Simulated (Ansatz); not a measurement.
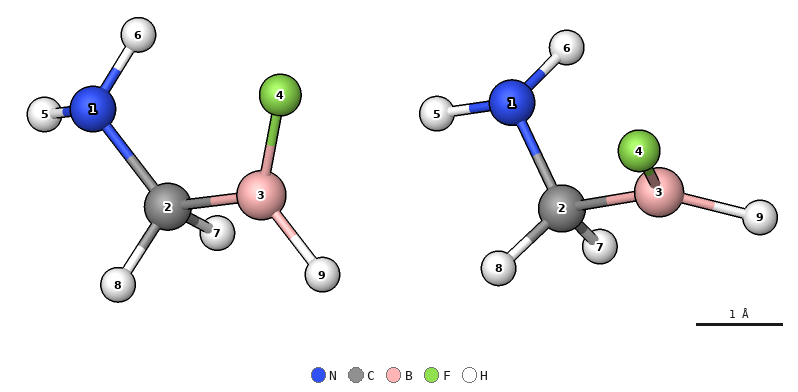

Two geometries of CH₅BFN, drawn at one scale. One is the start of a relaxation, the other its converged end. Style: ball-and-stick. Shown from a free direction.

Theory: Ansatz 0.2.0, RKS PBE0-D4/def2-SVP. (no spin polarisation; force threshold 0.015 eV/Å; at most 40 steps)

**Which geometry has the lower energy?**

The left one is the relaxed one. The run prepares an end point of a later path (torsion) calculation, from a guessed geometry. The largest move after the best rigid fit is that of F4, 1.07 Å. By element the largest moves are F 1.07 Å, H 0.97 Å, N 0.26 Å, C 0.09 Å, B 0.06 Å. Near-neighbour distances that change, for instance: N1–H5 1.078 → 1.016 Å, N1–H6 1.067 → 1.017 Å, N1–C2 1.395 → 1.443 Å, B3–H9 1.243 → 1.213 Å. Bond angles that change, for instance: N1–C2–H7 109.3° → 116.4°, B3–C2–H7 110.1° → 104.0°, N1–C2–B3 109.8° → 115.4°. Groups turn about C2–B3 by about 70°, N1–C2 by about 20°. The energy falls by 49.2 kJ/mol in 11 accepted moves (12 points after the start). Largest force component: 3.6 eV/Å at the start, 0.008 eV/Å at the end. The line search rejected the trial step at point 10 of the run. The run took about 40 core-seconds on a shared host.
